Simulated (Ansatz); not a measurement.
# r2SCANh-D4/MIDI (sfX2C) run of N2 (nitrogen)

What is the vertical electron affinity of N2 (nitrogen) at r2SCANh-D4/MIDI (sfX2C)? 

Program for the calculation: Ansatz 0.2.0.

11 further runs of the same task are left out: 2 that didn't finish, 9 set aside as unsound or not needed.

## (1) The system as given

N2 has 2 atoms, charge 0, and is taken as a singlet. As SMILES, `N#N`. Geometry: relaxed at PBE0-D4/def2-TZVP.

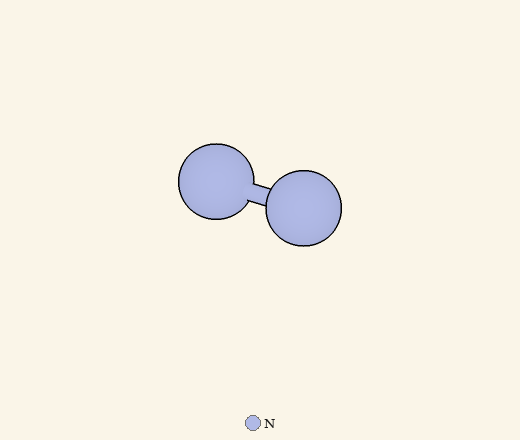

The structure, seen from a chosen angle (nitrogen light blue).

## (2) Energy and forces at r2SCANh-D4/MIDI (sfX2C)

in.yaml

```yaml
crystal:
  periodic: [false, false, false]
  atoms:
    - symbol: "N"
      position_ang: [0.465500, -0.150300, 0.239800]
    - symbol: N
      position_ang: [-0.465500, 0.150300, -0.239800]
basis:
  gaussian: {orbitals: MIDI.json}
total_charge: 0
hamiltonian: {xc: {name: r2SCANh}, dispersion: d4, pseudopotentials: {relativity: scalar}}
accuracy: high
output: {forces: true, orbitals: {seedname: orbitals}}
```

The basis set MIDI is read from a file made from the Basis Set Exchange's data (not shown).

Started as:

```console
$ ansatz run in.yaml --threads 1 --pin off --max-ram 2610MiB --events-out events.jsonl --progress --plain --runs-dir runs
```

Standard output:

```text
Warning: RAYON_NUM_THREADS=1 ignored (pool sized by the plan → 1); use --threads N
Functional definition: r2SCANh
  name "r2SCANh"
  parameter a = 0.1
  parameter k0 = 0.174
  parameter k1 = 0.065
  parameter a1 = 4.9479
  exchange = (1 - a)*r2scan_x(k0 = k0, k1 = k1, a1 = a1) + a*exact_x
  correlation = r2scan_c
312 factors; integrals over basis functions are off by at most 4.5e-9 eV
mean field evaluation 1: about -2961.6076 eV, gradient 1.1e1 eV
mean field evaluation 2: about -2961.8080 eV, gradient 5.2e0 eV
mean field evaluation 4: about -2961.8606 eV, gradient 2.0e-1 eV
mean field evaluation 8: about -2961.8530 eV, gradient 1.4e-3 eV
mean field evaluation 16: about -2961.8530 eV, gradient 2.1e-9 eV
mean field -2961.85303677 eV, -108.8460914851 hartree, gradient 9.5e-10 eV, S^2 0.000000; 0 other end points of the search recorded, 0 dependent functions left out
the calculation of the forces begins
reference -2961.85303692 eV, -108.8460914906 hartree; 7, 7 occupied and 11, 11 virtual orbitals, 312 factors
Total energy: -2961.85534109 eV, -108.8461761676 hartree
Relativity: scalar
Atom 0 at     0.465500    -0.150300     0.239800 Å, force     2.619975    -0.845934     1.349667 eV/Å
Atom 1 at    -0.465500     0.150300    -0.239800 Å, force    -2.619975     0.845934    -1.349667 eV/Å
Dipole moment:     0.000000    -0.000000     0.000000 e Å
```

Wall time 0.89 s (1 thread of Intel Xeon Platinum 8488C (Sapphire Rapids), shared host).

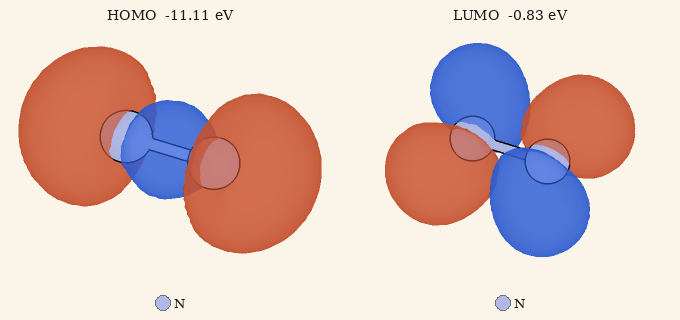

Frontier orbitals of this run, surfaces at ±0.2 Å^-3/2.

## (3) The doublet anion at the same level

Changes to in.yaml since step 2:

```diff
@@ -9,3 +9,3 @@
   gaussian: {orbitals: MIDI.json}
-total_charge: 0
+total_charge: -1
 hamiltonian: {xc: {name: r2SCANh}, dispersion: d4, pseudopotentials: {relativity: scalar}}
@@ -13 +13,2 @@
 output: {forces: true, orbitals: {seedname: orbitals}}
+magnetization: {spin_polarized: true, initial_magnetization: 1}
```

The basis set MIDI is read from a file made from the Basis Set Exchange's data (not shown).

Started as:

```console
$ ansatz run in.yaml --threads 1 --pin off --max-ram 2610MiB --events-out events.jsonl --progress --plain --runs-dir runs
```

Standard output (excerpt; [...] marks lines left out):

```text
Warning: RAYON_NUM_THREADS=1 ignored (pool sized by the plan → 1); use --threads N
Functional definition: r2SCANh
  name "r2SCANh"
[...]
312 factors; integrals over basis functions are off by at most 4.5e-9 eV
[...]
mean field -2958.14026388 eV, -108.7096495981 hartree, gradient 3.1e-8 eV, S^2 0.751484; 1 other end points of the search recorded, 0 dependent functions left out
[...]
reference -2958.14026413 eV, -108.7096496074 hartree; 8, 7 occupied and 10, 11 virtual orbitals, 312 factors
Total energy: -2958.14387134 eV, -108.7097821698 hartree
Relativity: scalar
Atom 0 at     0.465500    -0.150300     0.239800 Å, force    13.903579    -4.489168     7.162359 eV/Å
Atom 1 at    -0.465500     0.150300    -0.239800 Å, force   -13.903579     4.489168    -7.162359 eV/Å
Dipole moment:     0.000000    -0.000000     0.000000 e Å
```

Wall time 2.4 s (1 thread of Intel Xeon Platinum 8488C (Sapphire Rapids), shared host).

## (4) Outcome

At r2SCANh-D4/MIDI (sfX2C):

| quantity | value |
| --- | --- |
| singlet N2: total energy | -108.84618 Eh |
| singlet N2: dipole moment | 0.00 D |
| singlet N2: HOMO energy | -11.11 eV |
| singlet N2: LUMO energy | -0.83 eV |
| singlet N2: HOMO–LUMO gap | 10.29 eV |
| singlet N2: dispersion energy | -0.22 kJ/mol |
| singlet N2: largest force on an atom | 3.066 eV/Å |
| doublet anion: total energy | -108.70978 Eh |
| doublet anion: HOMO energy (highest over α and β) | 8.33 eV |
| doublet anion: LUMO energy (lowest over α and β) | 10.10 eV |
| doublet anion: dispersion energy | -0.35 kJ/mol |
| doublet anion: ⟨S²⟩ | 0.751 |
| doublet anion: largest force on an atom | 16.271 eV/Å |
| vertical electron affinity (to the doublet anion) | -3.711 eV |

What this shows: The anion lies 3.71 eV (358 kJ/mol) above the neutral: the electron isn't bound at this level, and such a value depends on the basis. Without diffuse functions anions come out too high. The largest force (singlet N2) is 3.07 eV/Å: the shape isn't a stationary point for this species at this level. The HOMO (doublet anion) lies at positive energy, 8.33 eV; only total energies tell whether the electron is bound.
